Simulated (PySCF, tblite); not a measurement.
# H₈NOSi₃ radical: geometry, infrared bands and EPR parameters

Wanted: the infrared bands and EPR parameters of H₈NOSi₃ radical (`[SiH3]N[SiH]O[SiH3]`), by calculation.

The runs use tblite 0.8.0 and PySCF 2.14.0, with density-fitted response routines of our own; the level of theory stands in each step. All values are computed, except where a source is named. Atoms are numbered from 0 throughout.

## (1) The molecule as given

13 atoms, charge 0, multiplicity 2; geometry from: force field or distance geometry start.

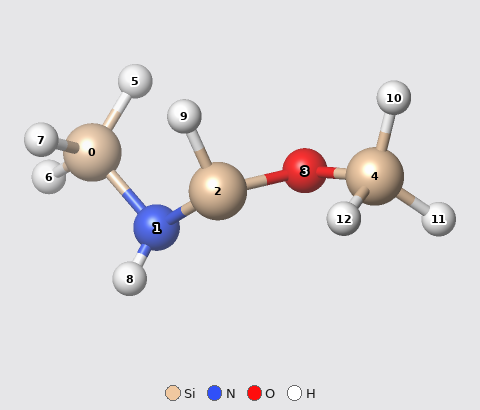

The starting geometry (silicon light orange, nitrogen blue, oxygen red, hydrogen white), atoms numbered.

## (2) Optimising the geometry with GFN2-xTB

Job settings and geometry (Å):

```
{"job": {"kind": "relax", "xc": "GFN2-xTB", "basis": "xTB"}, "charge": 0, "multiplicity": 2}
Si    -2.504000    -0.122500    -0.473100
N     -1.029900    -1.023800    -0.836400
Si     0.222400    -0.446900     0.341400
O      1.265000     0.593800    -0.558200
Si     2.800400     0.589300     0.230200
H     -2.218600     1.320700    -0.440300
H     -3.482100    -0.438700    -1.536500
H     -2.986200    -0.539000     0.852600
H     -1.141600    -2.063200    -0.791700
H     -0.485500     0.402200     1.338500
H      2.884400     1.835700     0.973800
H      3.800600     0.459800    -0.827400
H      2.870900    -0.567000     1.125600
```

On the command line:

```sh
OMP_NUM_THREADS=1 python probes_run.py task.json out
```

This one command runs all jobs of the session in turn.

What it wrote:

```text
step      E/eV     max force
  0    -443.80640    2.882
  1    -444.03875    1.863
  2    -444.17288    0.995
  3    -444.20316    0.606
  4    -444.27162    0.564
  5    -444.30191    0.610
  6    -444.39522    0.737
  7    -444.43082    0.629
  8    -444.47927    0.504
  9    -444.50705    0.502
 10    -444.54463    0.529
 11    -444.58151    0.564
 12    -444.62665    0.448
 13    -444.66397    0.464
 14    -444.68084    0.458
 15    -444.69264    0.316
 16    -444.70747    0.486
 17    -444.72785    0.495
 18    -444.75847    0.405
 19    -444.76819    0.215
 20    -444.77494    0.311
 21    -444.78344    0.424
 22    -444.79343    0.352
 23    -444.80183    0.269
 24    -444.80705    0.180
 25    -444.81070    0.233
 26    -444.81391    0.199
 27    -444.81854    0.226
 28    -444.82389    0.235
 29    -444.82994    0.188
 30    -444.83570    0.202
 31    -444.83989    0.158
 32    -444.84313    0.126
 33    -444.84697    0.186
 34    -444.85158    0.242
 35    -444.85787    0.212
 36    -444.86747    0.204
 37    -444.87119    0.219
 38    -444.87591    0.207
 39    -444.88034    0.194
 40    -444.88546    0.224
 41    -444.88977    0.258
 42    -444.89356    0.149
 43    -444.89676    0.137
 44    -444.89878    0.149
 45    -444.90022    0.140
 46    -444.90257    0.177
 47    -444.90530    0.172
 48    -444.90845    0.190
 49    -444.91007    0.291
 50    -444.91126    0.183
 51    -444.91299    0.063
 52    -444.91354    0.050
 53    -444.91449    0.070
 54    -444.91513    0.082
 55    -444.91644    0.087
 56    -444.91751    0.068
 57    -444.91856    0.063
 58    -444.91958    0.075
 59    -444.92080    0.089
 60    -444.92202    0.072
 61    -444.92335    0.085
 62    -444.92494    0.072
 63    -444.92651    0.217
 64    -444.92823    0.159
 65    -444.93005    0.089
 66    -444.93147    0.059
 67    -444.93225    0.086
 68    -444.93314    0.050
 69    -444.93363    0.094
 70    -444.93397    0.037
 71    -444.93425    0.037
 72    -444.93445    0.053
 73    -444.93467    0.061
 74    -444.93492    0.048
 75    -444.93517    0.031
 76    -444.93538    0.026
 77    -444.93550    0.021
 78    -444.93558    0.021
 79    -444.93566    0.023
 80    -444.93580    0.026
 81    -444.93598    0.031
 82    -444.93613    0.029
 83    -444.93622    0.026
 84    -444.93628    0.022
 85    -444.93634    0.030
 86    -444.93643    0.025
 87    -444.93661    0.023
 88    -444.93692    0.022
 89    -444.93710    0.021
 90    -444.93720    0.022
 91    -444.93726    0.024
 92    -444.93733    0.026
 93    -444.93746    0.030
 94    -444.93764    0.033
 95    -444.93782    0.030
 96    -444.93793    0.029
 97    -444.93800    0.025
 98    -444.93809    0.025
 99    -444.93825    0.036
100    -444.93854    0.049
101    -444.93893    0.058
102    -444.93931    0.046
103    -444.93950    0.021
104    -444.93955    0.017
105    -444.93958    0.020
106    -444.93966    0.029
107    -444.93978    0.042
108    -444.93999    0.048
109    -444.94022    0.033
110    -444.94035    0.030
111    -444.94043    0.029
112    -444.94050    0.027
113    -444.94063    0.042
114    -444.94086    0.047
115    -444.94124    0.055
116    -444.94173    0.049
117    -444.94203    0.047
118    -444.94228    0.045
119    -444.94246    0.038
120    -444.94268    0.049
121    -444.94300    0.054
122    -444.94340    0.049
123    -444.94370    0.028
124    -444.94382    0.017
125    -444.94385    0.008
```

Wall time 0.82 s (1 thread of Arm Neoverse V1, shared host).

Along the way: (not every step is listed)

```tsv
step	energy from step 0 (eV)	largest force (eV/Å)
0	0.0000	2.8823
1	-0.2323	1.8627
2	-0.3665	0.9946
3	-0.3968	0.6058
4	-0.4652	0.5640
5	-0.4955	0.6098
6	-0.5888	0.7369
7	-0.6244	0.6293
8	-0.6729	0.5040
19	-0.9618	0.2151
30	-1.0293	0.2017
41	-1.0834	0.2580
52	-1.1071	0.0504
63	-1.1201	0.2168
74	-1.1285	0.0481
85	-1.1299	0.0298
96	-1.1315	0.0290
107	-1.1334	0.0423
118	-1.1359	0.0450
120	-1.1363	0.0491
121	-1.1366	0.0537
122	-1.1370	0.0491
123	-1.1373	0.0276
124	-1.1374	0.0168
125	-1.1375	0.0084
```

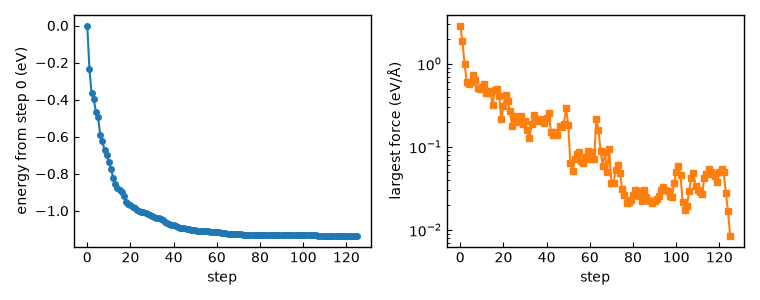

Energy and largest force along the relaxation.

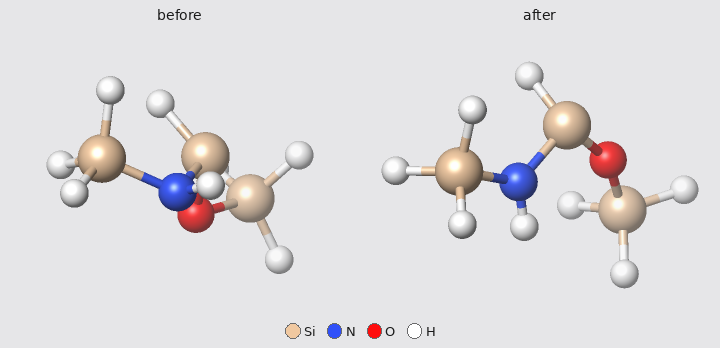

Before and after, at one scale.

Distances of close pairs at the start and the end, largest changes first:

```tsv
bond	before (Å)	after (Å)	change (Å)
O3–Si4	1.726	1.616	-0.110
Si2–O3	1.726	1.628	-0.098
N1–Si2	1.813	1.730	-0.084
N1–H8	1.046	1.009	-0.037
Si0–N1	1.766	1.729	-0.036
Si2–H9	1.489	1.462	-0.027
Si0–H6	1.479	1.464	-0.015
Si0–H7	1.471	1.460	-0.011
```

The next job starts from the end point, and lists it.

## (3) Infrared spectrum with GFN2-xTB

Job settings and geometry (Å):

```
{"job": {"kind": "ir", "xc": "GFN2-xTB", "basis": "xTB"}, "charge": 0, "multiplicity": 2}
Si    -2.656364    -0.177335    -0.662209
N     -0.949530    -0.275875    -0.403597
Si    -0.090371    -0.590392     1.064120
O      1.498808    -0.381135     0.777974
Si     2.816009     0.271069     0.106224
H     -3.100901     1.222733    -0.688774
H     -2.957353    -0.805261    -1.950322
H     -3.256583    -0.883564     0.465499
H     -0.366947    -0.072244    -1.202345
H     -0.442728     0.380199     2.098447
H      2.760643     1.722991     0.281638
H      2.814187    -0.072205    -1.317174
H      3.926743    -0.338494     0.829048
```

What it wrote:

```text
mode    cm-1     km/mol
  1      18.8      0.01
  2      38.7      0.51
  3      42.5      0.19
  4      54.6      0.10
  5      95.4      2.40
  6     151.2      4.79
  7     232.7      9.02
  8     319.1     57.67
  9     549.5      4.04
 10     562.7     35.57
 11     575.1     52.45
 12     576.3     38.65
 13     599.5     94.95
 14     613.7     57.30
 15     638.1    192.11
 16     724.9    120.41
 17     758.1    156.28
 18     770.5    239.53
 19     790.3    300.98
 20     801.1    265.43
 21     815.4    739.33
 22     830.0    116.70
 23     977.7    271.70
 24    1077.3    515.61
 25    1178.6    284.27
 26    2197.5    329.50
 27    2221.2     91.16
 28    2234.5    504.63
 29    2245.2    378.66
 30    2252.7    261.01
 31    2285.7    316.90
 32    2294.5    241.01
 33    3435.0      2.37
```

It took 0.4 s on 1 thread of Arm Neoverse V1, shared host.

Which atoms move in the most intense modes:

```tsv
cm⁻¹	km/mol	atoms
790	301.0	H11 41 %, H10 39 %
815	739.3	H6 17 %, H5 15 %, H11 14 %, H10 14 %
1077	515.6	O3 77 %
1179	284.3	H8 63 %, N1 33 %
2198	329.5	H5 90 %
2234	504.6	H11 57 %, H10 28 %
2245	378.7	H6 91 %
2286	316.9	H7 95 %
```

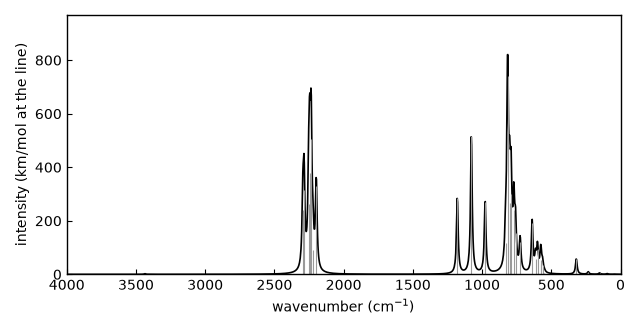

The infrared spectrum from these modes, unscaled. Lines are broadened to a width of 14 cm⁻¹ (Lorentzian).

## (4) EPR parameters: B3LYP/pcH-1

Settings changed since step 3:

```diff
@@ -1,2 +1,2 @@
-{"job": {"kind": "ir", "xc": "GFN2-xTB", "basis": "xTB"}, "charge": 0, "multiplicity": 2}
+{"job": {"kind": "epr", "basis": "pcH-1"}, "charge": 0, "multiplicity": 2}
 Si    -2.656364    -0.177335    -0.662209
```

Level: UKS B3LYP, pcH-1 on H N O Si, non-relativistic, mean-field spin-orbit, GIAO.

What it wrote:

```text
UKS, coarse grid
  cycle   1  E = -1003.22061774  |g| = 6.88e-01
  cycle   2  E = -1002.83353402  |g| = 1.20e+00
  cycle   3  E = -1003.37462861  |g| = 1.09e-01
  cycle   4  E = -1003.37734565  |g| = 7.04e-02
  cycle   5  E = -1003.37917899  |g| = 1.61e-02
  cycle   6  E = -1003.37928594  |g| = 1.65e-03
  cycle   7  E = -1003.37928716  |g| = 4.76e-04
UKS, final grid
  cycle   1  E = -1003.37921531  |g| = 4.17e-04
  cycle   2  E = -1003.37921525  |g| = 5.86e-04
  cycle   3  E = -1003.37921538  |g| = 9.24e-05
  cycle   4  E = -1003.37921539  |g| = 1.71e-05
E = -1003.37921539 Eh   <S^2> = 0.7517 (exact 0.7500)
g shifts (ppm)      1          2          3
  rmc          -162       -162       -162
  gc             63         17         78
  oz_so       -1075         94        335
  total       -1174        -51        251
hyperfine (MHz)  atom isotope    a_iso     a_fc   dipolar eigenvalues
    0  29Si       2.85       2.84     -1.54      0.40      1.14
    1   14N      29.01      28.99     -5.70     -5.22     10.92
    2  29Si    -734.68    -735.60   -132.81     64.04     68.77
    3   17O     -49.67     -49.63    -16.74      7.73      9.00
    4  29Si     -13.05     -13.08     -3.99      1.80      2.19
    5    1H       4.65       4.65     -1.15     -0.93      2.08
    6    1H      -0.32      -0.32     -1.36     -0.95      2.31
    7    1H      -0.74      -0.74     -2.34     -1.70      4.04
    8    1H       1.08       1.05     -7.56     -2.48     10.05
    9    1H     228.39     228.39     -6.42     -0.56      6.98
   10    1H       6.07       6.07     -1.24     -0.80      2.03
   11    1H      -0.84      -0.84     -1.10     -0.99      2.10
   12    1H      -0.66      -0.66     -1.14     -0.97      2.10
```

Wall time 63 s (1 thread of Arm Neoverse V1, shared host); peak memory 0.77 GiB.

Principal g values 2.00114, 2.00227, 2.00257; g(iso) = 2.00199, against 2.00232 for a free electron.

Hyperfine couplings; where a row names several nuclei, a(iso) is their mean (it holds for fast rotation or exchange) and the dipolar term the largest among them:

```tsv
nuclei	isotope	a(iso) (MHz)	a(iso) (G, at g = 2.0023)	largest dipolar term (MHz)
Si2	29Si	-734.7	-262.2	-132.8
H9	1H	228.4	81.5	7.0
O3	17O	-49.7	-17.7	-16.7
N1	14N	29.0	10.3	10.9
Si4	29Si	-13.0	-4.7	-4.0
Si0	29Si	2.9	1.0	-1.5
H10, H11, H12	1H	1.5	0.5	2.1
H5, H6, H7	1H	1.2	0.4	4.0
H8	1H	1.1	0.4	10.0
```

Mulliken spin populations:

Si0 0.00; N1 0.08; Si2 0.76; O3 0.03; Si4 0.01; H5 0.00; H6 0.00; H7 0.00; H8 0.00; H9 0.11; H10 0.01; H11 0.00; H12 0.00

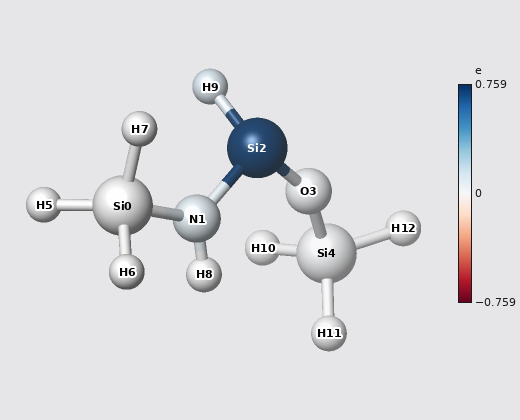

Mulliken spin populations, as colours on the atoms.

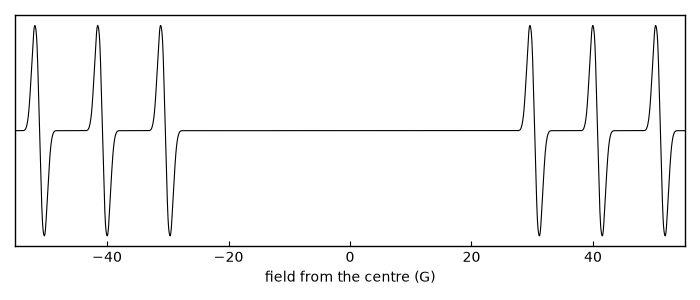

First-order isotropic spectrum (first derivative, main isotopes with spin only, couplings over 0.8 MHz, Gaussian width 0.3 G; couplings of the frozen geometry, rotation of groups not averaged beyond the rows shown).

The fields below are evaluated on a grid from the run's orbitals.

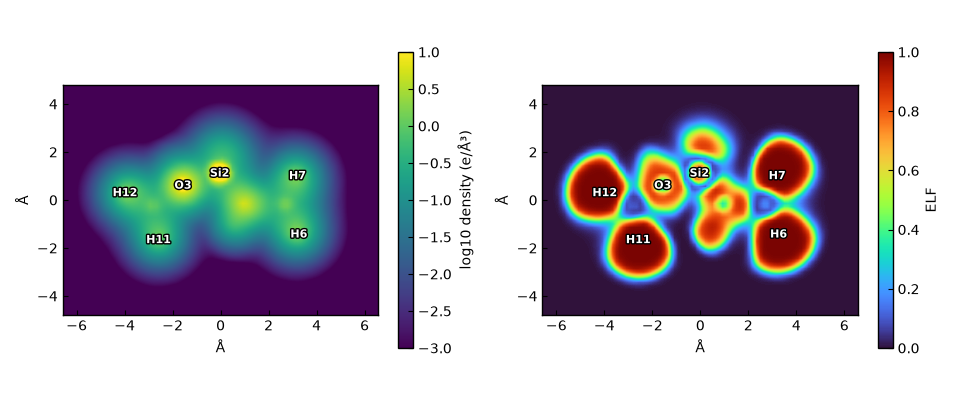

Density (left) and ELF (right) in a plane through or near 6 of the atoms.

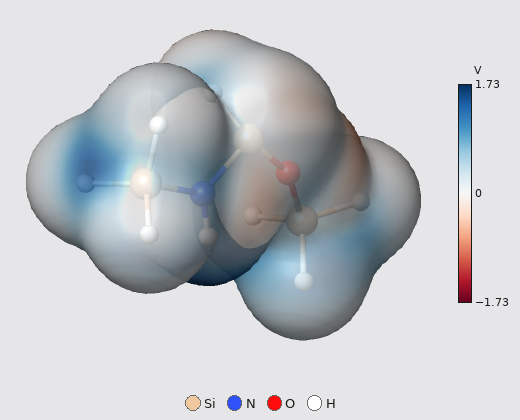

The potential that a unit positive charge feels on the 0.002 e/bohr³ surface, from -0.52 V near O3 to 1.73 V near H8.

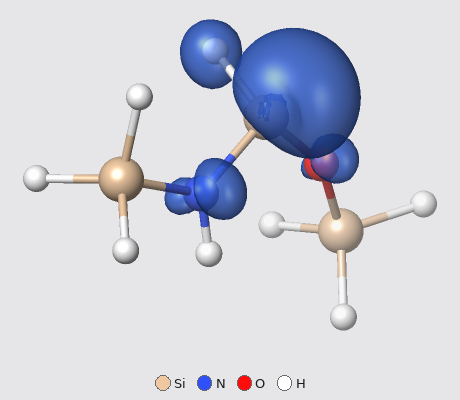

Spin density at ±0.05 e/Å³ (alpha excess blue, beta excess red).

## (5) Summary of results

| quantity | value |
| --- | --- |
| strongest single infrared mode (GFN2-xTB) | 815 cm⁻¹, 739 km/mol |
| zero-point energy (GFN2-xTB) | 47.1 kcal/mol |
| g(iso) (B3LYP) | 2.00199 |
| ⟨S²⟩ | 0.752 (exact 0.75) |
| largest a(iso) (averaged by class) | 29Si on Si2, -734.7 MHz |
| potential on the surface of density 0.002 e/bohr³, 1st and 99th percentile | -0.52 V and 1.73 V |

What this shows: Over 125 steps the energy fell by 1.137 eV; of the close pairs, O3–Si4 changed most, 1.726 to 1.616 Å. The frame itself reshapes: Si2···Si4 goes from 2.78 to 3.18 Å. No mode is imaginary among the 33: a minimum at this level. The strongest single mode, at 815 cm⁻¹, has its largest shares on H6, H5, H11 and H10 (the list is cut at 4 atoms). Unscaled tight-binding wavenumbers are off by several per cent, some by more. Its intensities can rank the bands wrongly. Si2 carries the largest spin population, 0.76 e. The isotropic g lies 0.3 ppt below the free-electron value. These values are for one conformer; the search (at its own cheap level) found 2 more, at 0.05, 0.14 kcal/mol, and measured spectra average over such forms.
